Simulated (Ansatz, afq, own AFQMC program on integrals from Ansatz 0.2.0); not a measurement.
# NH2Cl (triplet): quantum Monte Carlo beside coupled cluster at distance Cl1–H2 along a hydrogen transfer = 1.374 Å, cc-pVTZ

Aim: compute NH2Cl (triplet) with auxiliary-field quantum Monte Carlo on the same integrals as coupled cluster, and set the energies side by side.

Program: Ansatz 0.2.0, Gaussian basis, and an in-house AFQMC program (afq) on its integrals; all values are calculated. Level of theory: cc-pVTZ, frozen cores. These are calculated values, not measurements.

The runs, in order: PBE (unrestricted); r2SCAN (unrestricted); PBE0 (unrestricted); B3LYP (unrestricted); CCSD(T) on UHF; wB97M-V (unrestricted); B2PLYP (unrestricted); Phaseless AFQMC, CISD trial on UHF.

### 1 The geometry

The geometry derives from fragments relaxed apart (PBE0/def2-TZVP) and kept rigid, so it is no stationary point. A hydrogen atom is moved between rigid fragments.

4 atoms, charge 0, spin multiplicity 3.

Atoms are counted from 1 here; the program's logs count them from 0.

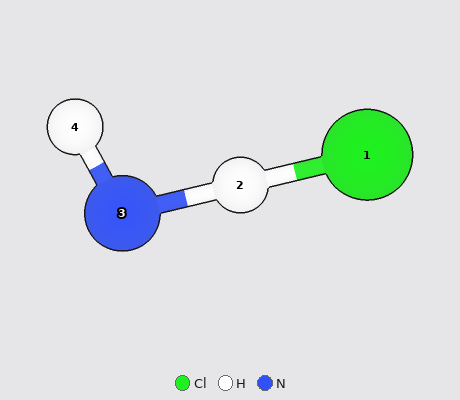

The structure; chlorine green, hydrogen white, nitrogen blue; atoms are numbered from 1 in the order of the file.

Coordinates:

```
atom    x (Å)    y (Å)   z (Å)
 Cl1  -0.8060   0.0197  0.0000
  H2   0.5680   0.0197  0.0000
  N3   1.8470   0.0197  0.0000
  H4   2.1161  -0.9846  0.0000
```

### 2 PBE (unrestricted)

in.yaml

```yaml
crystal:
  periodic: [false, false, false]
  atoms:
    - {symbol: Cl, position_ang: [-0.806013, 0.019664, 0.000000]}
    - {symbol: H, position_ang: [0.567987, 0.019664, 0.000000]}
    - {symbol: N, position_ang: [1.846987, 0.019664, 0.000000]}
    - {symbol: H, position_ang: [2.116069, -0.984563, 0.000000]}
basis:
  gaussian: {orbitals: cc-pVTZ}
magnetization: {spin_polarized: true, initial_magnetization: 2}
hamiltonian: {xc: {name: PBE}}
output: {orbitals: {seedname: orbitals}}
```

The run is started by

```
$ ansatz run in.yaml --threads 1 --pin off --events-out ev --progress --plain --max-ram 8192MiB --backend cpu
```

The log of the run:

```text
Functional definition: PBE
  name "PBE"
  cite "Perdew, Burke & Ernzerhof, Phys. Rev. Lett. 77, 3865 (1996) doi:10.1103/PhysRevLett.77.3865"
  parent pbe
  parameter kappa = 0.804
  parameter beta = 0.06672455060314922
  exchange = pbe_x(kappa = kappa, mu = beta*pi^2/3)
  correlation = pbe_c(beta = beta)
568 factors; their error is unknown
mean field evaluation 1: about -14008.0220 eV, gradient 6.8e1 eV
mean field evaluation 2: about -13801.8319 eV, gradient 1.5e2 eV
mean field evaluation 4: about -14034.6194 eV, gradient 1.3e1 eV
mean field evaluation 8: about -14035.8224 eV, gradient 3.1e-1 eV
mean field evaluation 16: about -14035.8091 eV, gradient 6.2e-5 eV
mean field evaluation 32: about -14032.8466 eV, gradient 5.4e-2 eV
mean field -14035.80914492 eV, -515.8064722627 hartree, gradient 2.4e-5 eV, S^2 2.005912; 4 other end points of the search recorded, 0 dependent functions left out
reference -14035.80916994 eV, -515.8064731821 hartree; 14, 12 occupied and 78, 80 virtual orbitals, 568 factors
Total energy: -14035.80916994 eV, -515.8064731821 hartree
```

Wall time 3.4 s (1 thread of AMD EPYC 7R13 (Zen 3), shared host); peak memory 1.7 GiB.

From the report: ⟨S²⟩ of the determinant 2.006 (pure triplet: 2.00).

### 3 r2SCAN (unrestricted)

Changes to in.yaml since step 2:

```diff
@@ -10,3 +10,2 @@
 magnetization: {spin_polarized: true, initial_magnetization: 2}
-hamiltonian: {xc: {name: PBE}}
-output: {orbitals: {seedname: orbitals}}
+hamiltonian: {xc: {name: r2SCAN}}
```

Launched as before.

The log of the run:

```text
Functional definition: r2SCAN
  name "r2SCAN"
  cite "Furness, Kaplan, Ning, Perdew & Sun, J. Phys. Chem. Lett. 11, 8208 (2020) doi:10.1021/acs.jpclett.0c02405"
  cite "Furness, Kaplan, Ning, Perdew & Sun, J. Phys. Chem. Lett. 11, 9248 (2020) doi:10.1021/acs.jpclett.0c03077"
  parent r2scan
  parameter k0 = 0.174
  parameter k1 = 0.065
  parameter a1 = 4.9479
  exchange = r2scan_x(k0 = k0, k1 = k1, a1 = a1)
  correlation = r2scan_c
568 factors; their error is unknown
mean field evaluation 1: about -14025.3644 eV, gradient 5.3e1 eV
mean field evaluation 2: about -13925.8020 eV, gradient 1.2e2 eV
mean field evaluation 4: about -14040.7791 eV, gradient 7.5e0 eV
mean field evaluation 8: about -14041.1863 eV, gradient 1.7e-1 eV
mean field evaluation 16: about -14041.1721 eV, gradient 8.8e-4 eV
mean field -14041.17205872 eV, -516.0035557097 hartree, gradient 2.9e-5 eV, S^2 2.011195; 0 other end points of the search recorded, 0 dependent functions left out
reference -14041.17206629 eV, -516.0035559880 hartree; 14, 12 occupied and 78, 80 virtual orbitals, 568 factors
Total energy: -14041.17206629 eV, -516.0035559880 hartree
```

It took 2.9 s on 1 thread of AMD EPYC 7R13 (Zen 3), shared host; peak memory 1.7 GiB.

From the report: ⟨S²⟩ of the determinant 2.011 (pure triplet: 2.00).

### 4 PBE0 (unrestricted)

Changes to in.yaml since step 3:

```diff
@@ -10,2 +10,3 @@
 magnetization: {spin_polarized: true, initial_magnetization: 2}
-hamiltonian: {xc: {name: r2SCAN}}
+hamiltonian: {xc: {name: PBE0}}
+output: {orbitals: {seedname: orbitals}}
```

The command is unchanged.

The log of the run:

```text
Functional definition: PBE0
  name "PBE0"
  cite "Adamo & Barone, J. Chem. Phys. 110, 6158 (1999) doi:10.1063/1.478522"
  cite "Perdew, Burke & Ernzerhof, Phys. Rev. Lett. 77, 3865 (1996) doi:10.1103/PhysRevLett.77.3865"
  parent pbe
  parameter a = 0.25
  parameter kappa = 0.804
  parameter beta = 0.06672455060314922
  exchange = (1 - a)*pbe_x(kappa = kappa, mu = beta*pi^2/3) + a*exact_x
  correlation = pbe_c(beta = beta)
597 factors; their error is unknown
mean field evaluation 1: about -14033.1011 eV, gradient 2.5e1 eV
mean field evaluation 2: about -14028.8784 eV, gradient 3.9e1 eV
mean field evaluation 4: about -14036.7616 eV, gradient 1.6e0 eV
mean field evaluation 8: about -14036.7814 eV, gradient 6.0e-2 eV
mean field evaluation 16: about -14036.8553 eV, gradient 1.8e-4 eV
mean field -14036.85534003 eV, -515.8449192237 hartree, gradient 3.9e-5 eV, S^2 2.010375; 0 other end points of the search recorded, 0 dependent functions left out
reference -14036.85535913 eV, -515.8449199258 hartree; 14, 12 occupied and 78, 80 virtual orbitals, 597 factors
Total energy: -14036.85535913 eV, -515.8449199258 hartree
```

It took 1.7 s on 1 thread of AMD EPYC 7R13 (Zen 3), shared host; peak memory 1.7 GiB.

From the report: ⟨S²⟩ of the determinant 2.010 (pure triplet: 2.00).

### 5 B3LYP (unrestricted)

Changes to in.yaml since step 4:

```diff
@@ -10,3 +10,2 @@
 magnetization: {spin_polarized: true, initial_magnetization: 2}
-hamiltonian: {xc: {name: PBE0}}
-output: {orbitals: {seedname: orbitals}}
+hamiltonian: {xc: {name: B3LYP}}
```

The command is unchanged.

The log of the run, shortened:

```text
Functional definition: B3LYP
  name "B3LYP"
  cite "Stephens, Devlin, Chabalowski & Frisch, J. Phys. Chem. 98, 11623 (1994) doi:10.1021/j100096a001"
  cite "Becke, Phys. Rev. A 38, 3098 (1988) doi:10.1103/PhysRevA.38.3098"
  cite "Lee, Yang & Parr, Phys. Rev. B 37, 785 (1988) doi:10.1103/PhysRevB.37.785"
  cite "Vosko, Wilk & Nusair, Can. J. Phys. 58, 1200 (1980) doi:10.1139/p80-159"
[...]
583 factors; their error is unknown
[...]
mean field -14043.26587188 eV, -516.0805019239 hartree, gradient 6.3e-5 eV, S^2 2.008962; 0 other end points of the search recorded, 0 dependent functions left out
reference -14043.26605337 eV, -516.0805085938 hartree; 14, 12 occupied and 78, 80 virtual orbitals, 583 factors
Total energy: -14043.26605337 eV, -516.0805085938 hartree
```

It took 1.7 s on 1 thread of AMD EPYC 7R13 (Zen 3), shared host; peak memory 1.7 GiB.

From the report: ⟨S²⟩ of the determinant 2.009 (pure triplet: 2.00).

### 6 CCSD(T) on UHF

Changes to in.yaml since step 5:

```diff
@@ -10,2 +10,2 @@
 magnetization: {spin_polarized: true, initial_magnetization: 2}
-hamiltonian: {xc: {name: B3LYP}}
+correlation: {method: ccsd_t, electrons: outside_noble_gas, hamiltonian_folder: ham}
```

The run is started by

```
$ ansatz run in.yaml --threads 1 --pin off --events-out ev --progress --plain --max-ram 24576MiB --backend cuda --devices 0, --max-vram 18GiB
```

The log of the run, shortened:

```text
Functional definition: HF
  name "HF"
  cite "Fock, Z. Phys. 61, 126 (1930) doi:10.1007/BF01340294"
  parent pbe
[...]
538 factors; integrals over basis functions are off by at most 1.3e-3 eV
[...]
mean field -14015.33060088 eV, -515.0538996502 hartree, gradient 1.8e-6 eV, S^2 2.030862; 2 other end points of the search recorded, 0 dependent functions left out
determinant -14015.33060088 eV, -515.0538996502 hartree, with singles and doubles -14026.10642938 eV, -515.4499040432 hartree
determinant -14012.36888789 eV, -514.9450587052 hartree, with singles and doubles -14023.36771117 eV, -515.3492580055 hartree
determinant -14012.32239552 eV, -514.9433501422 hartree, with singles and doubles -14023.28790454 eV, -515.3463251657 hartree
6 core orbitals not correlated: weight in the atoms' cores, before any rotation towards them, 1.000 or more for the frozen orbitals, at most 0.000 for the correlated occupied ones
reference -14015.33060088 eV, -515.0538996502 hartree; 8, 6 occupied and 78, 80 virtual orbitals, 538 factors
second order -9.72708987 eV of doubles, -0.00000000 eV of singles
cycle   1  -10.70199659 eV  change   -6.3e-1 eV  update   1.6e-2
[...]
cycle  12  -10.72797604 eV  change    3.9e-6 eV  update   1.1e-5
perturbative correction -0.39099593 eV, -0.0143688355 hartree
Total energy: -14026.44957286 eV, -515.4625143335 hartree
```

It took 13 s on 1 × NVIDIA H100 80GB HBM3 with 1 thread of AMD EPYC 7R13 (Zen 3), shared host; peak host memory 1.7 GiB.

From the report: ⟨S²⟩ of the determinant 2.031 (pure triplet: 2.00); correlation -11.1190 eV; T1 0.018; largest double amplitude 0.04.

This run also writes the integrals to the folder ham.

### 7 wB97M-V (unrestricted)

Changes to in.yaml since step 6:

```diff
@@ -10,2 +10,3 @@
 magnetization: {spin_polarized: true, initial_magnetization: 2}
-correlation: {method: ccsd_t, electrons: outside_noble_gas, hamiltonian_folder: ham}
+hamiltonian: {xc: {name: wB97M-V}}
+output: {orbitals: {seedname: orbitals}}
```

The run is started by

```
$ ansatz run in.yaml --threads 1 --pin off --events-out ev --progress --plain --max-ram 8192MiB --backend cpu
```

The log of the run, shortened:

```text
Functional definition: wB97M-V
  name "wB97M-V"
  cite "Mardirossian & Head-Gordon, J. Chem. Phys. 144, 214110 (2016) doi:10.1063/1.4952647"
  cite "Becke, J. Chem. Phys. 107, 8554 (1997) doi:10.1063/1.475007"
  cite "Vydrov & Van Voorhis, J. Chem. Phys. 133, 244103 (2010) doi:10.1063/1.3521275"
  # Of w^i u^j: cxij and so on, Table III.
[...]
  gx(w, u) = 1 - cx + cx01*u + cx10*w
  gss(w, u) = css00 + css04*u^4 + css10*w + css20*w^2 + css43*w^4*u^3
  gos(w, u) = cos00 + cos10*w + (cos20 + cos21*u)*w^2 + (cos60 + cos61*u)*w^6
[...]
      + integral(e_c_pw_mod_opposite_spin*gos(b97_w_opposite, b97_u_opposite)) + vv10(b, c)
571 factors; their error is unknown
109 factors; integrals over basis functions are off by at most 8.3e-5 eV
[...]
mean field -14041.22749177 eV, -516.0055928366 hartree, gradient 2.3e-5 eV, S^2 2.009692; 0 other end points of the search recorded, 0 dependent functions left out
reference -14041.22751992 eV, -516.0055938712 hartree; 14, 12 occupied and 78, 80 virtual orbitals, 571 factors
Total energy: -14041.22751992 eV, -516.0055938712 hartree
```

It took 5 s on 1 thread of AMD EPYC 7R13 (Zen 3), shared host; peak memory 1.7 GiB.

From the report: ⟨S²⟩ of the determinant 2.010 (pure triplet: 2.00).

### 8 B2PLYP (unrestricted)

Changes to in.yaml since step 7:

```diff
@@ -10,3 +10,3 @@
 magnetization: {spin_polarized: true, initial_magnetization: 2}
-hamiltonian: {xc: {name: wB97M-V}}
-output: {orbitals: {seedname: orbitals}}
+hamiltonian: {xc: {name: B2PLYP}}
+correlation: {electrons: outside_noble_gas}
```

Launched as before.

The log of the run, shortened:

```text
Functional definition: B2PLYP
  name "B2PLYP"
  cite "Grimme, J. Chem. Phys. 124, 034108 (2006) doi:10.1063/1.2148954"
  cite "Becke, Phys. Rev. A 38, 3098 (1988) doi:10.1103/PhysRevA.38.3098"
  cite "Lee, Yang & Parr, Phys. Rev. B 37, 785 (1988) doi:10.1103/PhysRevB.37.785"
[...]
538 factors; integrals over basis functions are off by at most 1.3e-3 eV
[...]
mean field -14034.70549877 eV, -515.7659140148 hartree, gradient 8.5e-6 eV, S^2 2.017174; 0 other end points of the search recorded, 0 dependent functions left out
6 core orbitals not correlated: weight in the atoms' cores, before any rotation towards them, 1.000 or more for the frozen orbitals, at most 0.000 for the correlated occupied ones
reference -14034.70561505 eV, -515.7659182880 hartree; 8, 6 occupied and 78, 80 virtual orbitals, 538 factors
second order -11.90294435 eV of doubles, -0.00000000 eV of singles
Total energy: -14037.91941003 eV, -515.8840230750 hartree
```

It took 2.3 s on 1 thread of AMD EPYC 7R13 (Zen 3), shared host; peak memory 1.8 GiB.

From the report: ⟨S²⟩ of the determinant 2.017 (pure triplet: 2.00).

### 9 Phaseless AFQMC, CISD trial on UHF

It reads the integrals that the CCSD(T) run on this determinant wrote.

The run is started by

```
$ afq ham --method phaseless --trial cisd --walkers 1500 --populations 20 --least-time 60 --time-step 0.005 --steps-per-block 50 --equilibration-blocks 28 --max-blocks 4000 --target-error 0.00022 --factor-cut 1e-05 --start spin_pure --seed 1473 --release-times 0.24,0.51,0.99,1.62,2.4 --release-step 0.03 --release-every 3 --taylor-order 6
```

The log of the run:

```text
orbitals 86  electrons 8 6  factors 530 of 538
reference energy -515.05389965 Eh
CCSD correlation -0.39424587 Eh in 15 cycles, weight of the determinant in the CISD state 0.8662
energy of the start -515.446597 Eh
 block  time / (1/Eh)  mean weight  energy / Eh
     1     0.250  0.9999  -515.442787
     2     0.500  1.0001  -515.449068
     3     0.750  1.0005  -515.455116
     4     1.000  0.9999  -515.458865
     5     1.250  0.9998  -515.460887
     6     1.500  1.0002  -515.462602
     7     1.750  1.0000  -515.463027
     8     2.000  1.0002  -515.463871
     9     2.250  0.9993  -515.462599
    10     2.500  1.0000  -515.464476
    11     2.750  1.0006  -515.463721
    13     3.250  0.9990  -515.464123
    15     3.750  0.9997  -515.465742
    17     4.250  1.0001  -515.463171
    19     4.750  0.9998  -515.465518
    21     5.250  0.9993  -515.464362
    23     5.750  1.0000  -515.463707
    25     6.250  1.0000  -515.463283
    27     6.750  1.0003  -515.463633
    29     7.250  0.9994  -515.464529
    31     7.750  0.9989  -515.463560
    33     8.250  0.9999  -515.464800
    35     8.750  0.9997  -515.462553
    37     9.250  0.9994  -515.463380
    39     9.750  1.0007  -515.465398
    41    10.250  1.0001  -515.463414
    43    10.750  0.9996  -515.464929
    45    11.250  0.9998  -515.463632
    47    11.750  0.9999  -515.462735
    49    12.250  1.0008  -515.464371
    51    12.750  0.9999  -515.464814
    53    13.250  0.9991  -515.463538
    55    13.750  0.9997  -515.464985
    57    14.250  0.9996  -515.464673
    59    14.750  1.0001  -515.461706
    61    15.250  1.0008  -515.462398
    63    15.750  1.0004  -515.465002
    65    16.250  1.0006  -515.462558
    67    16.750  1.0012  -515.464455
    69    17.250  1.0000  -515.464290
    71    17.750  1.0001  -515.464471
    73    18.250  1.0007  -515.463162
    75    18.750  1.0004  -515.463642
    77    19.250  0.9999  -515.464942
    79    19.750  1.0003  -515.464210
    81    20.250  1.0002  -515.462182
    83    20.750  0.9993  -515.464445
    85    21.250  1.0000  -515.461303
    87    21.750  0.9997  -515.461738
    89    22.250  1.0003  -515.463646
    91    22.750  1.0013  -515.465791
    93    23.250  1.0004  -515.465097
    95    23.750  0.9994  -515.463379
    97    24.250  1.0004  -515.463150
error from the spread of 20 populations
released: time / (1/Eh)  energy / Eh  error  mean overlap
  0.24  -515.464121  0.000192  0.9985
  0.51  -515.464528  0.000202  0.9897
  0.99  -515.464408  0.000314  0.9847
  1.62  -515.464921  0.000291  0.9699
  2.40  -515.464288  0.000517  0.9544
energy -515.463735 +/- 0.000215 Eh
```

It took 3.1 min on 1 × NVIDIA H100 80GB HBM3 with 2 threads of AMD EPYC 7R13 (Zen 3), shared host; peak host memory 1.8 GiB.

Energy -14026.4828 ± 0.0058 eV. Caveats: constraint bias not in the error.

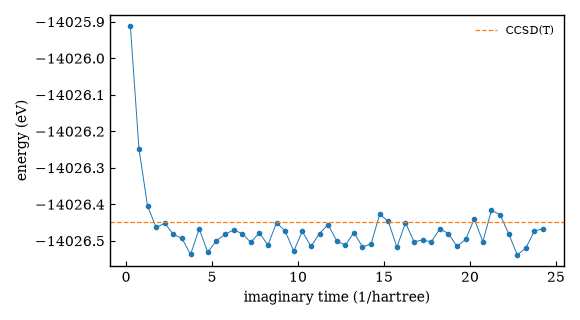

Block energies along the walk.

### 10 AFQMC on the ladder

On the UHF determinant, counted from CCSD(T) (a yardstick, not exact):

| level | energy (eV) | from CCSD(T) (kcal/mol) | statistical error (kcal/mol) | time |
| --- | --- | --- | --- | --- |
| HF | -14015.3306 | +256.41 |  |  |
| MP2 | -14025.0577 | +32.10 |  |  |
| CCSD | -14026.0586 | +9.02 |  |  |
| CCSD(T) | -14026.4496 | 0.00 |  |  |
| Phaseless AFQMC, CISD trial, step 0.005, 1500 walkers | -14026.4828 | -0.77 | 0.13 | 3.1 min |

The functionals' totals stand on their own zeros and serve differences with other points: PBE -14035.809 eV; r2SCAN -14041.172 eV; PBE0 -14036.855 eV; B3LYP -14043.266 eV; wB97M-V -14041.228 eV; B2PLYP -14037.919 eV.

### 11 Results

```
                                       quantity                  value
Phaseless AFQMC, CISD trial on UHF from CCSD(T)  -0.77 ± 0.13 kcal/mol
```

On UHF the phaseless walk with the CISD trial lies -0.77 kcal/mol from CCSD(T), 6 times its error bar. Error bars are statistical and leave out the constraint, the time step and what remains of the start.
